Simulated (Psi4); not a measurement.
# PF3 (phosphorus trifluoride): B2PLYP/6-311+G(d,p) (density fitting for correlation)

What is the energy change on altering one bond length of PF3 (phosphorus trifluoride) at B2PLYP/6-311+G** (density fitting for correlation)? 

The calculation is run with Psi4 1.11.

3 further runs of the same task are left out: 3 that didn't finish.

## (1) The structure to begin with

The species is PF3 (4 atoms), meant as a singlet with charge 0. As SMILES, `FP(F)F`. Geometry: relaxed at PBE0-D4/def2-TZVP.

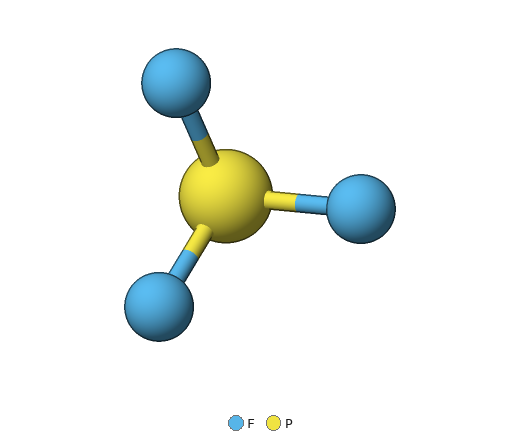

The structure, seen from a chosen angle (fluorine blue, phosphorus yellow).

## (2) The energy at B2PLYP/6-311+G(d,p) (density fitting for correlation)

job.inp

```
memory 1600 mb

molecule geom {
  0 1
  F      0.834400    -0.663200     0.874500
  P     -0.297500     0.314600     0.392300
  F     -1.061900    -0.696500    -0.536900
  F      0.525000     1.045200    -0.730000
  symmetry c1
}

set globals {
  basis                6-311+G**
  puream               true
  e_convergence        1e-09
  d_convergence        1e-08
  scf_type             pk
  dft_radial_points    99
  dft_spherical_points 590
  num_frozen_docc      8
}

result, w = energy("b2plyp", return_wfn=True)
print_variables()
```

Run with:

```bash
$ psi4 -n 1 job.inp job.out
```

job.out, shortened:

```text
[...]
  Running in c1 symmetry.
[...]
  Nuclear repulsion =  190.762092500676346
[...]
  Multiplicity = 1
[...]
  Nalpha       = 21
  Nbeta        = 21
[...]
    Number of basis functions: 96
[...]
   @RKS iter   1:  -640.41246945604837   -3.05213e-01   6.02323e-03 ADIIS/DIIS
[...]
   @RKS iter  10:  -640.50280561694933   -6.13909e-12   4.28979e-09 DIIS
[...]
    Orbital Energies [Eh]
    ---------------------
    Doubly Occupied:
       1A    -78.450306     2A    -25.407565     3A    -25.407557
       4A    -25.407538     5A     -7.111870     6A     -5.163193
       7A     -5.163192     8A     -5.157173     9A     -1.470675
      10A     -1.415514    11A     -1.415491    12A     -0.794078
      13A     -0.672322    14A     -0.672315    15A     -0.643175
      16A     -0.600025    17A     -0.600022    18A     -0.558198
      19A     -0.558188    20A     -0.544226    21A     -0.397738
[...]
  @RKS Final Energy:  -640.50280561694933
   => Energetics <=
    Nuclear Repulsion Energy =            190.7620925006763457
    One-Electron Energy =               -1268.5492895409358880
    Two-Electron Energy =                 463.4604629207086077
    DFT Exchange-Correlation Energy =     -26.1760714973983184
    Empirical Dispersion Energy =           0.0000000000000000
    VV10 Nonlocal Energy =                  0.0000000000000000
    Total Energy =                       -640.5028056169493311
[...]
 Multipole Moments:
 ------------------------------------------------------------------------------------
     Multipole            Electronic (a.u.)      Nuclear  (a.u.)        Total (a.u.)
 ------------------------------------------------------------------------------------
 L = 1.  Multiply by 2.5417464519 to convert [e a0] to [Debye]
 Dipole X            :         -0.1489897           -0.1588038           -0.3077936
 Dipole Y            :          0.1577117            0.1679184            0.3256301
 Dipole Z            :          0.1966945            0.2094209            0.4061154
 Magnitude           :                                                    0.6047327
[...]
```

Wall time 12 s (1 thread of Intel Xeon Platinum 8259CL at 2.50GHz (Skylake/Cascade Lake), shared host); peak memory 0.86 GiB.

## (3) The distorted shape, same level

job.inp

```
memory 1.6 GB

molecule {
  F
  P 1 1.571562
  F 2 1.571637 1 97.55244
  F 2 2.3574 1 97.55122 3 -98.70228
  symmetry c1
}

set {
  basis                6-311+G**
  reference            rks
  puream               true
  e_convergence        1e-09
  d_convergence        1e-08
  scf_type             pk
  dft_radial_points    99
  dft_spherical_points 590
  num_frozen_docc      8
}

E, wfn = energy("b2plyp", return_wfn=True)
```

Run with:

```bash
$ psi4 -n 1 job.inp job.out
```

job.out, shortened:

```text
[...]
  Running in c1 symmetry.
[...]
  Nuclear repulsion =  167.921173593750609
[...]
  Multiplicity = 1
[...]
  Nalpha       = 21
  Nbeta        = 21
[...]
    Number of basis functions: 96
[...]
   @RKS iter   1:  -640.20114879546543   -6.06002e-01   7.52173e-03 DIIS/ADIIS
[...]
   @RKS iter  13:  -640.39614294702017   -4.54747e-11   9.03888e-09 DIIS
[...]
    Orbital Energies [Eh]
    ---------------------
    Doubly Occupied:
       1A    -78.518200     2A    -25.463152     3A    -25.463125
       4A    -25.273837     5A     -7.175699     6A     -5.226529
       7A     -5.224991     8A     -5.221748     9A     -1.502296
      10A     -1.463981    11A     -1.212090    12A     -0.826462
      13A     -0.706481    14A     -0.673958    15A     -0.662865
      16A     -0.619040    17A     -0.601040    18A     -0.521747
      19A     -0.418177    20A     -0.417861    21A     -0.401585
[...]
  @RKS Final Energy:  -640.39614294702017
   => Energetics <=
    Nuclear Repulsion Energy =            167.9211735937506091
    One-Electron Energy =               -1222.7468814836179263
    Two-Electron Energy =                 440.5139056046505175
    DFT Exchange-Correlation Energy =     -26.0843406618034024
    Empirical Dispersion Energy =           0.0000000000000000
    VV10 Nonlocal Energy =                  0.0000000000000000
    Total Energy =                       -640.3961429470201665
[...]
 Multipole Moments:
 ------------------------------------------------------------------------------------
     Multipole            Electronic (a.u.)      Nuclear  (a.u.)        Total (a.u.)
 ------------------------------------------------------------------------------------
 L = 1.  Multiply by 2.5417464519 to convert [e a0] to [Debye]
 Dipole X            :          1.8640197            0.3082733            2.1722930
 Dipole Y            :         -0.1258415            0.1607283            0.0348869
 Dipole Z            :         -0.1104297            0.1408156            0.0303859
 Magnitude           :                                                    2.1727856
[...]
```

Wall time 14 s (1 thread of Intel Xeon Platinum 8259CL at 2.50GHz (Skylake/Cascade Lake), shared host); peak memory 0.83 GiB.

## (4) Outcome

Level: B2PLYP/6-311+G** (density fitting for correlation), 8 core orbitals frozen.

| quantity | value |
| --- | --- |
| first shape: total energy | -640.74191 Eh |
| first shape: HOMO energy (SCF part's orbitals) | -10.82 eV |
| first shape: LUMO energy (SCF part's orbitals) | 0.47 eV |
| first shape: HOMO–LUMO gap (SCF part's orbitals) | 11.29 eV |
| distorted shape: total energy | -640.65128 Eh |
| distorted shape: HOMO energy (SCF part's orbitals) | -10.93 eV |
| distorted shape: LUMO energy (SCF part's orbitals) | -2.96 eV |
| distorted shape: HOMO–LUMO gap (SCF part's orbitals) | 7.97 eV |
| energy change with the P2–F4 bond stretched from 1.572 to 2.357 Å | 2.466 eV |

What this shows: With the P2–F4 bond stretched from 1.572 to 2.357 Å the energy rises by 2.47 eV (238 kJ/mol). The first shape isn't relaxed at this level, so the change isn't measured from a minimum.
